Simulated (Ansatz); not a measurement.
# Fields on a plane of C (space group R-3m)

```
C
1.0
    1.22244     0.70578    18.03764
   -1.22244     0.70578    18.03764
    0.00000    -1.41156    18.03764
C
8
Direct
  0.03074   0.03074   0.03074
  0.96926   0.96926   0.96926
  0.90808   0.90808   0.90808
  0.09192   0.09192   0.09192
  0.75860   0.75860   0.75860
  0.24140   0.24140   0.24140
  0.36407   0.36407   0.36407
  0.63593   0.63593   0.63593
```

The slice is a (0001) plane (indices of the conventional cell) through the point (0.364, 0.364, 0.364) (fractional), spanned by u = [1 0 -1] and v = [-1 2 -1] in vectors of this cell: u (2.44 Å) and v (4.23 Å, at 90° to u). It covers one period; positions are fractions (u, v).

Atoms on it: C at (0.00, 0.33); C at (0.50, 0.83); C at (0.00, 0.00); C at (0.50, 0.50).

These are LDA (plane waves to 420 eV, PAW, scalar-relativistic; Ansatz, an electronic-structure program) values and carry that method's errors. k mesh 15×15×15. Inside the PAW spheres the values are not all-electron values, and peaks at nuclei hang on which shells count as valence. C was relaxed with its symmetry unable to fall. This is one of several known forms of C; the measured ambient cells at hand have space group No. 194 or 225 or 227.

```
|xxxx   xxx   xxx|
|xxxx  xxxxx  xxx|
|xxx  xxxxxxx  xx|
|     xxxxxxx    |
|     xxxxxxx    |
|++-  xxxxxxx  -+|
|%#*- xxxxxxx -*#|
|@@#+  xxxxx  +#@|
|@@%*-       -*%@|
|@@%*:       :*%@|
|@%#=  xxxxx  =#%|
|##+: xxxxxxx :+#|
|--:  xxxxxxx  :-|
|     xxxxxxx    |
|xx   xxxxxxx   x|
|xxx  xxxxxxx  xx|
|xxxx  xxxxx  xxx|
|xxxx         xxx|
|xxxx         xxx|
|xxxx  -+++-  xxx|
|xxxx -*#%#*- xxx|
|xxx  +#@@@#+  xx|
|    -*%@@@%*-   |
|    :*%@@@%*:   |
|xxx  =#%@%#=  xx|
|xxxx :+###+: xxx|
|xxxx  :---:  xxx|
|xxxx         xxx|
```
Scale: ten equal steps from -5.00 (start of ' ') to 3.28 (end of '@'), in the order ' .:-=+*#%@'. Values: electrostatic potential energy of an electron, from the cell's mean, in eV. The map has 16 points along u (one character each, u = 0 at the left) and 28 along v (v = 0 in the bottom row). Points within 0.6 Å of a nucleus are blanked (x), as the pseudised field means little there. Values under -5 eV are set to -5. The zero, the cell's mean, hangs on the PAW cores.

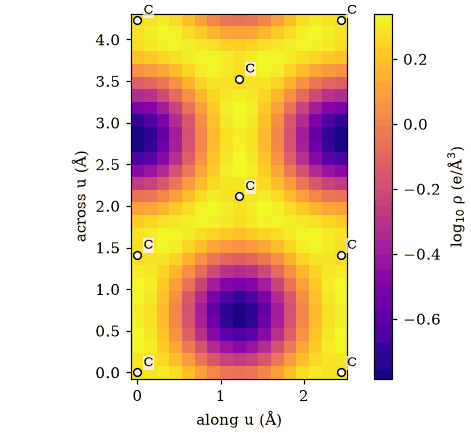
Fig. 1. Log₁₀ of the valence density in e/Å³, one period of the plane, atoms marked. The scale is logarithmic, as a density can span decades between atoms and voids.

Density on the C–C line (1.41 Å) at its midpoint: 2.06 e/Å³
ELF at that point: 0.9
ELF maximum in the middle third of the C–C line: 0.94, 0.7 Å from C
